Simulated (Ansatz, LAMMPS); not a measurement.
# Forces and charges in aqueous Rb+ and HSO4-, 0.9 mol of salt per kg of water at 360 K (184 atoms)

Wanted: forces, charges and levels of aqueous Rb+ and HSO4-, 0.9 mol of salt per kg of water at 360 K (184 atoms).

Method: Kohn-Sham DFT, PBEsol, PAW (set soft_2), plane waves, in Ansatz 0.2.0.

## (1) The starting structure

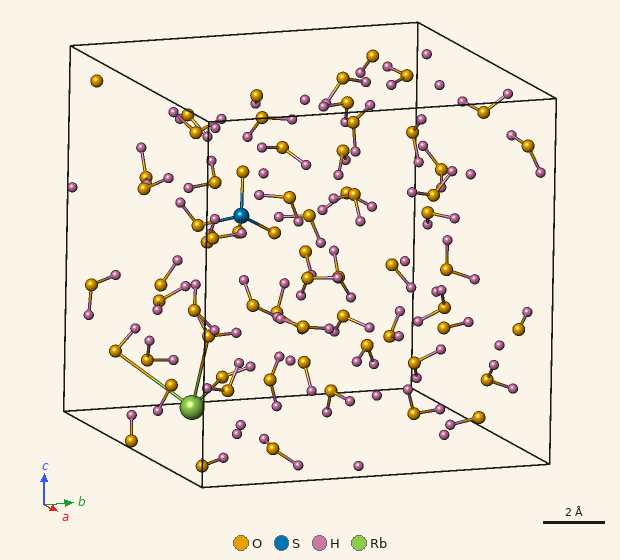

The starting structure, seen slightly off an axis (oxygen orange, sulfur blue, hydrogen pink, rubidium green). Bonds to atoms that aren't drawn are left out. Some periodic images of atoms are drawn too.

The cell holds 184 atoms: 63 O, 1 S, 119 H and 1 Rb. Its edges and angles: a = 12.283 Å, b = 12.283 Å, c = 12.283 Å, α = 90.0°, β = 90.0°, γ = 90.0°. 59 H2O, 1 Rb+, 1 HSO4- placed at random, at 1.12 g/cm³; overlaps pushed apart, then 10 ps at 420 K with Joung-Cheatham ions (J. Phys. Chem. B 112, 9020 (2008)); MMFF94 bonds, angles, torsions, charges and radii (Halgren, J. Comput. Chem. 17, 490 (1996)) in harmonic and 12-6 forms; SPC/E water (Berendsen, Grigera and Straatsma, J. Phys. Chem. 91, 6269 (1987)). Snapshot after 20 ps at 360 K and fixed volume.

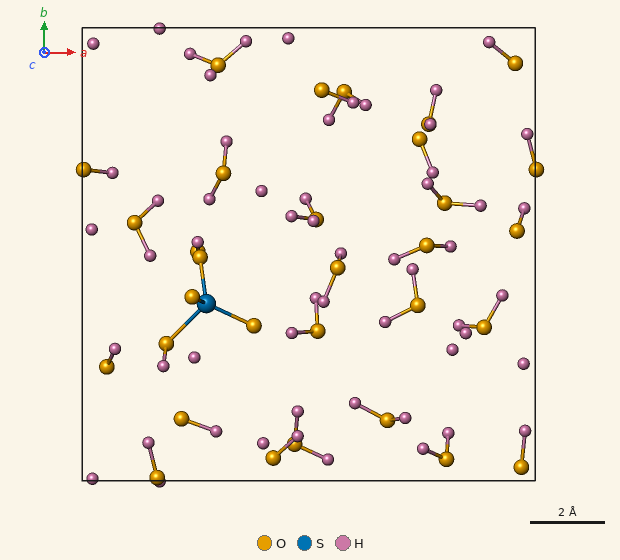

A slice 6 Å thick through the middle of the cell. Bonds to atoms that aren't drawn are left out.

What the set-up can't give: The network of contacts between molecules at the start is that of the classical potential that made the cell, and needn't be the one that DFT or experiment would give. The functional has no dispersion term, which matters for the binding between molecules or layers. The density was typed from a rule of thumb and may lie off the real one at this temperature. Only the Γ point is sampled, in a cell whose shortest periodic width is 12 Å.

## (2) The classical run that made the cell

A classical potential supplies the starting structure, since it reaches far longer times than DFT.

This step: classical MD, Joung-Cheatham ions (J. Phys. Chem. B 112, 9020 (2008)); MMFF94 bonds, angles, torsions, charges and radii (Halgren, J. Comput. Chem. 17, 490 (1996)) in harmonic and 12-6 forms; SPC/E water (Berendsen, Grigera and Straatsma, J. Phys. Chem. 91, 6269 (1987)) (LAMMPS 22 Jul 2025 - Update 4).

in.lmp reads:

```
# aqueous Rb+ and HSO4-, 0.9 mol of salt per kg of water
units real
atom_style full
boundary p p p
bond_style harmonic
angle_style harmonic
dihedral_style opls
improper_style harmonic
special_bonds lj 0 0 0.5 coul 0 0 0.75
read_data data.lmp
neigh_modify delay 0 every 1 check yes one 4000
comm_modify cutoff 12.0
timestep 0.5
thermo_style custom step time temp pe press density
thermo_modify norm yes
# push overlapping molecules apart
pair_style soft 2.6
pair_coeff * * 0.0
variable a equal ramp(1,60)
fix ad all adapt 1 pair soft a * * v_a
velocity all create 420 614441 mom yes dist gaussian
fix lim all nve/limit 0.03
fix lan all langevin 420 420 50 614442 zero yes
thermo 1000
run 3000 post no
unfix ad
pair_style lj/cut/coul/long 9.0
pair_modify mix arithmetic tail yes
pair_coeff 1 1 0.0763 3.0430   # O
pair_coeff 2 2 0.2681 3.4180   # S
pair_coeff 3 3 0.0763 3.0960   # O
pair_coeff 4 4 0.0100 1.2000   # H
pair_coeff 5 5 0.1553 3.1660   # O
pair_coeff 6 6 0.0000 1.0000   # H
# [... 20 lines left out ...]
compute msd all msd com yes
thermo 5000
fix md all nvt temp 360 360 100
run 20000 post no
print "== T360: mean square displacement over the hold $(c_msd[4]:%.2f) A^2"
unfix md
uncompute msd
write_dump all custom T360.dump id type xs ys zs modify sort id
```

Launch:

```bash
lmp -in in.lmp -log none -nocite
```

Numbers of over 12 decimals in the logs are rounded to 6 here.

The log of the run:

```text
LAMMPS (22 Jul 2025 - Update 4)
Reading data file ...
  orthogonal box = (0 0 0) to (12.28287 12.28287 12.28287)
  184 atoms
  orthogonal box = (0 0 0) to (12.28287 12.28287 12.28287)
  123 bonds
  66 angles
  3 dihedrals
   Step          Time           Temp          PotEng         Press         Density
         0   0              420            0.33124686     10228.727      1.116
      1000   500            434.63316      1.0099752      35313.91       1.116
      2000   1000           425.86034      0.9611776      47110.311      1.116
      3000   1500           400.65038      0.809561       51022.374      1.116
Loop time of 0.216047 s on 1 MPI rank(s) for 3000 steps with 184 atoms
PPPM initialization ...
WARNING: System is not charge neutral, net charge = -0.0001
  G vector (1/distance) = 0.30479088
  grid = 8 8 8
  estimated relative force accuracy = 6.0956796e-05
   Step          Time           Temp          PotEng         Press         Density
      3000   1500           400.65038      0.047277548    46223.602      1.116
      3100   1550           400.65038     -5.3728118     -3443.6852      1.116
      3200   1600           400.65038     -5.7261645     -1320.4537      1.116
      3300   1650           400.65038     -5.80211       -463.2475       1.116
Loop time of 0.61175 s on 1 MPI rank(s) for 300 steps with 184 atoms
Minimization stats:
  Stopping criterion = max iterations
  Energy initial, next-to-last, final =
    0.0472775484048036  -5.80199054754818  -5.80210999737617
  Force two-norm initial, final = 762.12184 8.6501354
  Iterations, force evaluations = 300 596
   Step          Time           Temp          PotEng         Press         Density
         0   0              420           -5.80211       -202.87744      1.116
      1000   500            361.22554     -4.4209989      11713.222      1.116
      2000   1000           360.97979     -4.3917876      7873.15        1.116
Loop time of 1.45455 s on 1 MPI rank(s) for 2000 steps with 184 atoms
   Step          Time           Temp          PotEng         Press         Density
      2000   1000           532.73631     -4.8884644      18329.495      1.116
[... 5 lines left out ...]
Loop time of 7.88649 s on 1 MPI rank(s) for 10000 steps with 184 atoms
   Step          Time           Temp          PotEng         Press         Density
[... 4 lines left out ...]
Loop time of 3.91088 s on 1 MPI rank(s) for 5000 steps with 184 atoms
   Step          Time           Temp          PotEng         Press         Density
[... 2 lines left out ...]
     25000   24000          372.62414     -4.8113442      3461.8933      1.116
     30000   29000          344.46378     -4.8748506     -940.30784      1.116
     35000   34000          363.88748     -4.9631978      1981.4052      1.116
     37000   36000          357.64256     -4.9269184      338.24422      1.116
Loop time of 15.4662 s on 1 MPI rank(s) for 20000 steps with 184 atoms
== T360: mean square displacement over the hold 75.71 A^2
```

It took 30 s on 1 thread of Arm Neoverse V1, shared host; peak memory 0.12 GiB.

The input also reads data.lmp (atoms, bonds and types; not printed here).

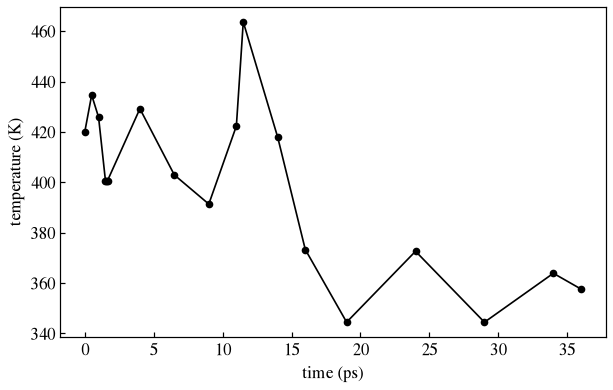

Temperature against time.

## (3) Plane-wave single point

One self-consistent run at the given positions yields energy and forces.

input.yaml reads:

```yaml
crystal:
  lattice:
    - [12.28287, 0.0, 0.0]
    - [0.0, 12.28287, 0.0]
    - [0.0, 0.0, 12.28287]
  atoms:
    - { symbol: O, position: [0.18567, 0.30265, 0.52781] }
    - { symbol: S, position: [0.27404, 0.39107, 0.56709] }
    - { symbol: O, position: [0.24281, 0.40589, 0.67967] }
    - { symbol: O, position: [0.26001, 0.49345, 0.51098] }
    - { symbol: O, position: [0.37909, 0.34209, 0.54747] }
    - { symbol: H, position: [0.17905, 0.25308, 0.59209] }
    - { symbol: O, position: [0.42173, 0.05011, 0.69348] }
    - { symbol: H, position: [0.47559, 0.09841, 0.73082] }
    - { symbol: H, position: [0.45505, 0.97688, 0.68098] }
    - { symbol: O, position: [0.74488, 0.75416, 0.69815] }
    - { symbol: H, position: [0.77404, 0.68058, 0.71723] }
    - { symbol: H, position: [0.75197, 0.80366, 0.7624] }
    - { symbol: O, position: [0.31168, 0.67872, 0.61904] }
    - { symbol: H, position: [0.28079, 0.6218, 0.56971] }
    - { symbol: H, position: [0.31861, 0.74895, 0.57845] }
    - { symbol: O, position: [0.7771, 0.11159, 0.78076] }
    - { symbol: H, position: [0.78749, 0.03118, 0.77341] }
    - { symbol: H, position: [0.7106, 0.12639, 0.82533] }
    - { symbol: O, position: [0.82302, 0.48764, 0.93068] }
    - { symbol: H, position: [0.78561, 0.55054, 0.96634] }
    - { symbol: H, position: [0.82013, 0.49663, 0.84982] }
    - { symbol: O, position: [0.0449, 0.12781, 0.16597] }
    - { symbol: H, position: [0.96427, 0.12261, 0.156] }
    - { symbol: H, position: [0.06139, 0.1773, 0.22847] }
    - { symbol: O, position: [0.01689, 0.68321, 0.09398] }
    - { symbol: H, position: [0.94343, 0.71752, 0.08651] }
    - { symbol: H, position: [0.05722, 0.68984, 0.02357] }
    - { symbol: O, position: [0.60375, 0.52585, 0.14852] }
    - { symbol: H, position: [0.68014, 0.55025, 0.13447] }
    - { symbol: H, position: [0.55993, 0.53321, 0.0803] }
    - { symbol: O, position: [0.47978, 0.67757, 0.23727] }
    - { symbol: H, position: [0.5354, 0.62613, 0.20746] }
    [... 146 atom lines left out ...]
    - { symbol: H, position: [0.6162, 0.0234, 0.12834] }
    - { symbol: H, position: [0.64934, 0.99012, 0.25271] }
    - { symbol: O, position: [0.05426, 0.25139, 0.34075] }
    - { symbol: H, position: [0.07217, 0.29103, 0.40957] }
    - { symbol: H, position: [0.9746, 0.25823, 0.32544] }
    - { symbol: Rb, position: [0.17364, 0.29991, 0.02782] }
kpoints:
  mp_grid: { grid: [1, 1, 1] }
hamiltonian:
  xc: pbesol
scf:
  occupations: { method: fixed }
output:
  forces: true
  stress: true
  populations: true
  dos:
    method: { smearing: { sigma: 0.08 } }
    de: 0.1
    projected: { site_lists: { H: [H], O: [O], Rb: [Rb], S: [S] } }
  eigenvalues: true
  write_density: true
  write_potential: true
  volumetric_format: npy
```

Launch:

```bash
ansatz run input.yaml --threads 8 --pin off --max-ram 15872MiB --backend cpu --events-out ev --progress --plain --runs-dir out
```

The log of the run:

```text
Engine: ansatz 0.2.0, aarch64-unknown-linux-gnu
Pseudopotentials: kind: paw
Pseudopotential: O, paw, valence charge 6, recommended cutoff 420 eV (normal), O.paw.azcp
Pseudopotential: S, paw, valence charge 6, recommended cutoff 420 eV (normal), S.paw.azcp
Pseudopotential: H, paw, valence charge 1, recommended cutoff 420 eV (normal), H.paw.azcp
Pseudopotential: Rb, paw, valence charge 9, recommended cutoff 420 eV (normal), Rb.paw.azcp
[... 3 lines on functional and potentials left out ...]
Crystal: 184 atoms, lattice volume = 1853.103 Å³
Basis set: ecut = 420 eV, 36257 PW (Γ), exchange–correlation on 180×180×180 points (8 copies of the dense FFT grid, shifted against one another)
Bands: 440, of which v1, the nominal top of the filled ones, is band 256 counted from 1 (255 counted from 0)
Symmetry: 1 space group operations
Space group: P1 (ITA 1), of the structure as read, at distance tolerance 1.2e-4 Å
k-points: 1
[... 12 lines on functional and potentials left out ...]
Initial density: superposition of atomic densities (neutral atoms: chi_scale 0, normalization atom), corrected by the library's trained network
Initial wavefunctions: pseudopotential atomic-orbital guess
Functional: x = pbesol(κ = 0.804, μ = 0.123457), c = pbesol(β = 0.046)
SCF iter   1: F=—  HF=-41322.774115 eV  |F-HF|=—  |Δ(HF+E_count)|=         —  Δρ=6.21e-3  dr2=5.72e-1  ethr=1.77e-3  ⟨swp⟩=5.0  Hψ=1583  notcnv=0  defer=182
preconditioner: auto → Resta (q_TF=auto, 2.202 Å⁻¹)  ε∞=2.2  [insulator: Δε(μ)=3.970 eV  Ē_g=17.486 eV  n_scr=340 (ndim 8)  ℏωp=19.4 eV  f_vac=0.258  ε∞_Penn≈2.2]
SCF iter   2: F=—  HF=-41322.589970 eV  |F-HF|=—  |Δ(HF+E_count)|=   1.84e-1  Δρ=2.33e-3  dr2=8.41e-2  ethr=1.12e-4  ⟨swp⟩=2.0  Hψ=700  notcnv=0  defer=182
SCF iter   3: F=—  HF=-41322.570767 eV  |F-HF|=—  |Δ(HF+E_count)|=   1.92e-2  Δρ=1.06e-3  dr2=2.37e-2  ethr=1.64e-5  ⟨swp⟩=3.0  Hψ=453  notcnv=0  defer=182
SCF iter   4: F=—  HF=-41322.569401 eV  |F-HF|=—  |Δ(HF+E_count)|=   1.37e-3  Δρ=3.17e-4  dr2=1.75e-3  ethr=4.63e-6  ⟨swp⟩=3.0  Hψ=458  notcnv=0  defer=182
SCF iter   5: F=—  HF=-41322.569598 eV  |F-HF|=—  |Δ(HF+E_count)|=   1.97e-4  Δρ=1.87e-4  dr2=5.39e-4  ethr=3.41e-7  ⟨swp⟩=2.0  Hψ=764  notcnv=0  defer=182
SCF iter   6: F=—  HF=-41322.569638 eV  |F-HF|=—  |Δ(HF+E_count)|=   3.98e-5  Δρ=5.42e-5  dr2=5.85e-5  ethr=1.05e-7  ⟨swp⟩=2.0  Hψ=521  notcnv=0  defer=182
SCF iter   7: F=—  HF=-41322.573065 eV  |F-HF|=—  |Δ(HF+E_count)|=   3.43e-3  Δρ=2.20e-5  dr2=9.25e-6  ethr=1.14e-8  ⟨swp⟩=3.0  Hψ=580  notcnv=0  defer=178
SCF iter   8: F=—  HF=-41322.573068 eV  |F-HF|=—  |Δ(HF+E_count)|=   3.22e-6  Δρ=7.33e-6  dr2=9.21e-7  ethr=1.81e-9  ⟨swp⟩=2.0  Hψ=518  notcnv=0  defer=179
SCF iter   9: F=—  HF=-41322.573069 eV  |F-HF|=—  |Δ(HF+E_count)|=   1.40e-6  Δρ=2.81e-6  dr2=1.47e-7  ethr=1.80e-10  ⟨swp⟩=2.0  Hψ=516  notcnv=0  defer=179
SCF iter  10: F=-41322.573069 eV  HF=-41322.573069 eV  |F-HF|=1.41e-8  |Δ(HF+E_count)|=   1.21e-7  Δρ=1.66e-6  dr2=4.54e-8  ethr=1.95e-11  ⟨swp⟩=25.0  Hψ=4624  notcnv=0
SCF 1 converged in 10 iterations: F = -41322.573069 eV  dr2 = 4.54e-8
  greatest PAW one-centre occupation: 0.973 electrons in one spin orbital (limit 2), on the Rb atom at site 183 (counted from 0), in its partial waves of l = 0
WARN: The input density's exchange-correlation potential varies sharply where the density is thin. Do not read a vacuum level from v_tot or v_xc, or from such a field of the output density. On a cell that repeats whose density bears no net charge and no dipole along the vacuum's axis use v_es (v_loc + v_h of the components); [...]
SCF converged after 10 iterations
Free energy (F): -41322.573069 eV
Harris-Foulkes:  -41322.573069 eV  (|F-HF|=1.41e-8)
Internal energy: -41322.573069 eV  (E = F + TS)
E sigma→0 (E₀):  -41322.573069 eV
Fermi energy:    -1.859072 eV
--- Per-component energies (eV) ---
  E_band       = -4820.459075
  E_kinetic    = 12891.564745
  E_local      = -40649.883743  (includes V_loc(G=0)·N_el)
  E_nonlocal   = 3449.796036
  E_hartree    = 14636.729256
  E_xc         = -5790.442100
  E_vxc        = -7376.599083  (∫ρ·V_xc dr)
  E_paw        = -12846.525274  (= ΣΔE_a)
  E_vpaw       = -2408.812630  (= ΣTr[D̂ρ^β])
  E_aug_tail   = 0.022623  (compensation charges beyond the density's cutoff)
  E_ewald      = -13016.243372
  E_core_change = 2.408758  (= ΣΔE_core)
  E_smearing   = -0.000000  (= −TS)
  E_closure    = 0.000000  (closes the sum)
  Σ components = -41322.573069   (vs F -41322.573069, Δ=0.00e0)
--- Forces (eV/Å), atoms counted from 1 ---
  atom   1  O      0.22044698     0.92625687    -0.61728732
  atom   2  S     -0.75748555    -0.73178063    -0.64980872
  atom   3  O      0.46008279    -0.38484942     2.08821027
  atom   4  O     -0.47377540     0.55783670    -1.12242406
  atom   5  O      0.94380540    -0.55091902     0.20664603
  atom   6  H      0.21058482    -0.83464320     0.22637404
  atom   7  O      0.33191574     0.92826666    -0.13346712
  atom   8  H     -0.37353260    -1.07713359    -0.17811575
  atom   9  H      0.41493650     0.43201061     0.69871470
  atom  10  O      0.13634799     0.45845354     1.25552724
  atom  11  H     -0.53036147     0.29217836     0.00832406
  atom  12  H      0.12911293    -0.79755572    -0.51926663
  atom  13  O     -0.27767868     0.16645703    -0.57470662
  atom  14  H      0.53574072     0.36926355     0.09245217
[...]
atom 183  H      0.09061545     0.08258751    -0.25536733
  atom 184  Rb    -0.38181668    -0.15671294    -0.02514408
  max |Σ_I F_I| component: 1.45e-5 eV/Å
--- Stress (GPa, compression-positive) ---
       -2.284655      -0.252122       0.098530
       -0.252122      -2.578823       0.139569
        0.098530       0.139569      -1.911957
  P = ⅓ Tr σ = -2.2585 GPa (-22.585 kbar)
--- Band table (eV) ---
  k-point 0: bands = ["-26.0296", "-25.9752", "-22.2096", "-22.0173", [... 424 levels ...], "11.1258", "11.1494", "11.1884", "11.2336", "11.2650", "11.2926", "11.3152", "11.3203", "11.3722", "11.4161", "11.4217", "11.4938"]
--- Löwdin populations: 184 sites ---
  site symbol       q [e]
     0      O      6.6575
     1      S      3.5010
     2      O      6.7417
[...]
183     Rb      8.1298
  spilling = 0.011290 (of n_electrons = 512.000000)
```

Elapsed: 24 s, on 8 threads of Arm Neoverse V1, shared host; peak memory 2.6 GiB.

The program notes that the exchange-correlation potential is rough where the density is thin.

Read from the output:

```yaml
free_energy: -41322.5731 eV
free_energy_per_atom: -224.5792 eV/atom
scf_cycles: 10
pressure: -2.258 GPa
r_m_s_force_component: 0.517 eV/Å
longest_force: 2.173 eV/Å
fermi_energy: -1.859 eV
spacing_of_highest_filled_and_lowest_empty_level: 3.905 eV
spilling_of_the_projection: 0.01129
```

Neighbours are counted within 1.21 Å (H-O), 3.35 Å (O-Rb), 2.02 Å (O-S).

Length of the force by element and coordination:

```csv
element,coordination,atoms,mean length of the force (eV/Å),spread,least,most
H,all,119,0.855,0.312,0.159,1.50
O,all,63,0.778,0.383,0.127,2.17
O,1,3,1.54,0.456,1.11,2.17
O,2,56,0.740,0.339,0.127,1.56
O,3,4,0.734,0.300,0.483,1.24
Rb,all,1,0.413,0,0.413,0.413
S,all,1,1.24,0,1.24,1.24
```

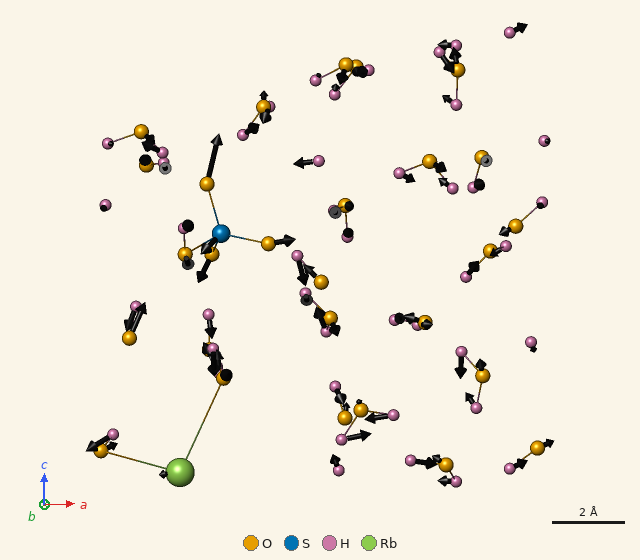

Forces as arrows; the longest in the cell is 2.17 eV/Å. Drawn is a slice 4 Å thick, seen along the normal of the ac plane. Bonds to atoms that aren't drawn are left out.

Löwdin charges by element and coordination (they lack the spilled electrons, 0.031 e an atom on average):

```csv
element,coordination,atoms,mean charge (e),spread,least,most
H,all,119,0.389,0.0112,0.359,0.428
O,all,63,-0.697,0.0283,-0.76,-0.629
O,1,3,-0.743,0.0077,-0.753,-0.735
O,2,56,-0.691,0.0241,-0.735,-0.629
O,3,4,-0.745,0.0106,-0.76,-0.730
Rb,all,1,0.870,0,0.870,0.870
S,all,1,2.50,0,2.50,2.50
```

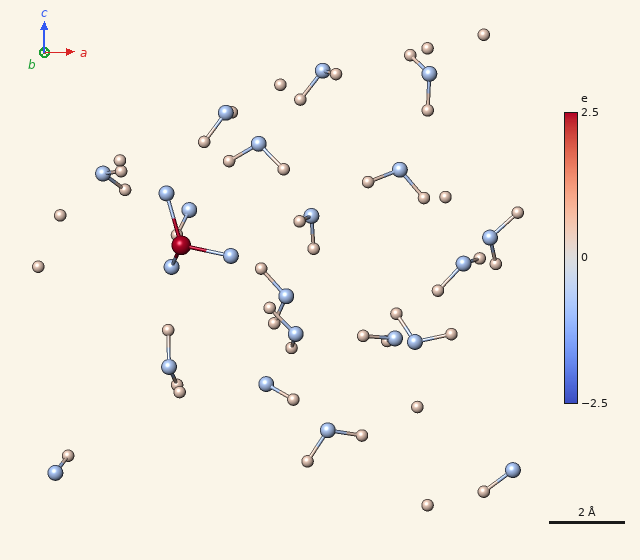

Atoms coloured by Löwdin charge. Drawn is a slice 4 Å thick, seen along the normal of the ac plane. Bonds to atoms that aren't drawn are left out.

States in the cell by windows of 1 eV, zero at the Fermi level; the larger projections on atomic orbitals stand beside the total:

```csv
from (eV),to (eV),total,O p,H s
-14,-11,0.0,0.0,0.0
-11,-10,2.0,0.9,0.2
-10,-9,0.0,0.0,0.0
-9,-8,11.9,4.0,1.5
-8,-7,42.3,29.0,12.0
-7,-6,67.9,47.2,18.6
-6,-5,10.0,7.0,2.4
-5,-4,23.1,18.2,2.4
-4,-3,45.8,37.6,3.4
-3,-2,48.8,42.4,2.1
-2,-1,75.9,73.6,0.6
-1,0,53.0,52.1,0.2
0,1,3.4,3.3,0.0
1,3,0.0,0.0,0.0
3,4,1.8,0.1,1.1
4,5,1.4,0.1,0.8
```

The curve was stored every 0.10 eV, coarse against its broadening of 0.08 eV, so these counts are rough.

With fixed occupations the program's Fermi level is the highest filled level; weight inside the gap is the broadening of levels at its edges.

Between -25 and -14 eV lie 128 more states.

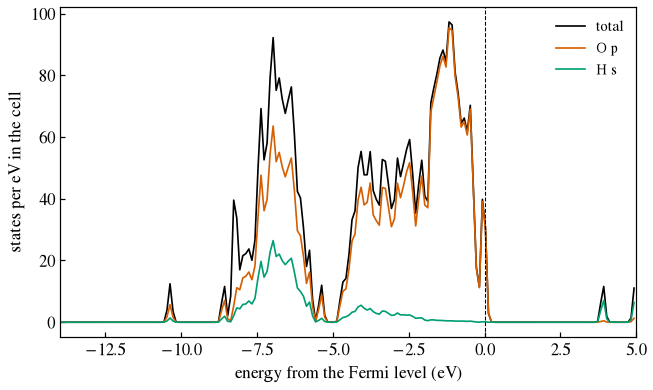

Total and projected density of states, with the broadening of the input.

The levels nearest the highest filled one (over half full), pooled over k-points and spins:

```csv
level less the highest filled one (eV),occupation
-0.368,2
-0.260,2
-0.0641,2
-0.0562,2
-0.0122,2
0,2
3.90,0
4.96,0
5.10,0
5.23,0
5.39,0
5.52,0
```

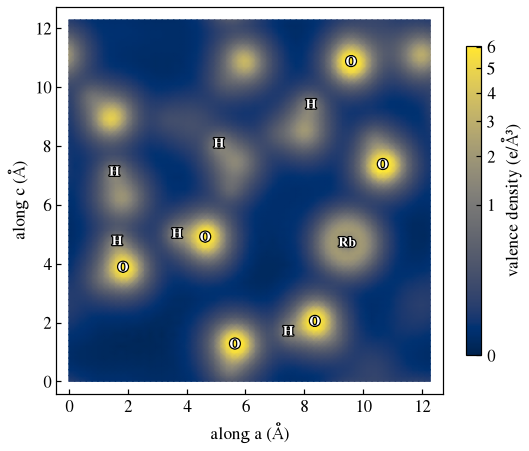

Valence density in the ac plane at fractional y = 0.300, with atoms of O and H and Rb within 0.2 Å of it. It is the smooth field of the valence electrons, not physical close to the nuclei. The map starts off the cell's origin, so that atoms lie inside it. The colour scale is stretched toward low values.

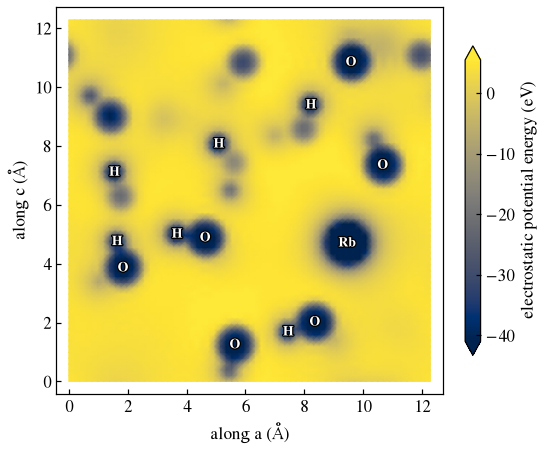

Electrostatic potential energy in the ac plane at fractional y = 0.300, with atoms of O and H and Rb within 0.2 Å of it. With pseudopotentials it is smooth inside the atoms' cores, unlike the true potential. The map starts off the cell's origin, so that atoms lie inside it.

Mean Löwdin charges: H +0.39, O -0.70, Rb +0.87, S +2.50 e (they miss 1.1 % of the electrons, so they add up to more than the cell's charge). The largest share in the top eV of filled states is O p (99 % of the projected weight), and in the lowest eV of empty states H s (65 % of the projected weight).

[end of part 1 of 2]

[Logs are printed without paths, hosts, clocks, repeated set-up lines and the standing remarks that a program may print on its own settings, such as how far it seeks lower states.]

[Hosts, paths, dates, database ids (printed as entryN), source tags and the programs' standing remarks are cut or masked in the printed files.]

[The MMFF94 radii named for the starting cell were scaled by 0.96; in molecules described by MMFF94, hydrogen bound to N, O or S took a small fixed 12-6 site in their place.]
